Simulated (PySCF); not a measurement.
Vertical excitations of a molecule C₂H₆GeO from TDA-PBE/def2-SVPD (PySCF), as energy in eV (oscillator strength): 5.10 (0.002), 6.04 (0.034), 6.43 (0.014), 6.45 (0.108), 6.77 (0.008), 6.86 (0.035), 7.06 (0.020), 7.10 (0.007), 7.29 (0.055), 7.38 (0.002). Lowest triplet (TDA): 4.34 eV. The structure is a stationary point at PBE0-D3(BJ)/def2-SVP. Other conformers were not sampled.

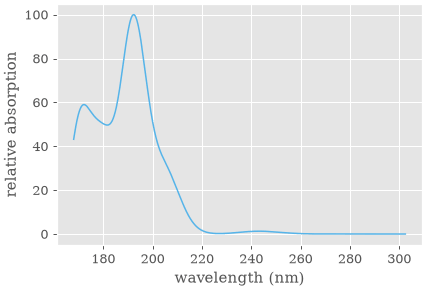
Figure. The lines broadened by 0.4 eV.

Identify the compound among the candidates.
(A) [CH2]1O[CH2][GeH2]1
(B) C[O][Ge][CH3]
(C) C=[CH][GeH2][OH]
(D) C[C](=O)[GeH3]

C, C=[CH][GeH2][OH]
